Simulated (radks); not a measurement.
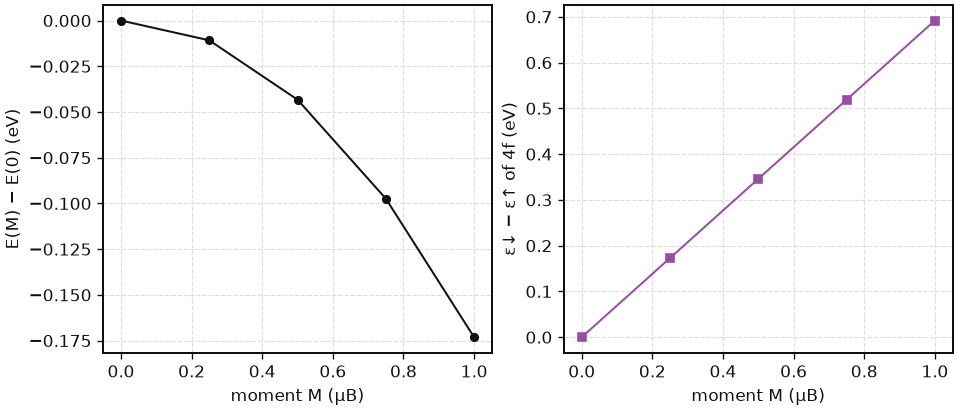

For Ce³⁺ in [Xe] 4f1, the spin moment of the 4f shell is fixed at a series of values. Method: scalar-relativistic Kohn-Sham, PBEsol, spin-polarised, spherical densities, finite nucleus; computed with the in-house radial solver radks. The plot shows the energy and the exchange splitting.

What is the spin-polarisation energy, and which exchange integral follows?

The energy falls with the moment, to −0.173 eV at M = 1 μB, the largest moment run; with one electron or hole in the shell the exact energy would hardly depend on M, so most of the fall is the functional's fractional-spin error. A fit E = −I M²/4 gives an exchange integral I of about 0.69 eV, and the exchange splitting grows nearly in proportion to M, to 0.692 eV (0.69 eV per μB).
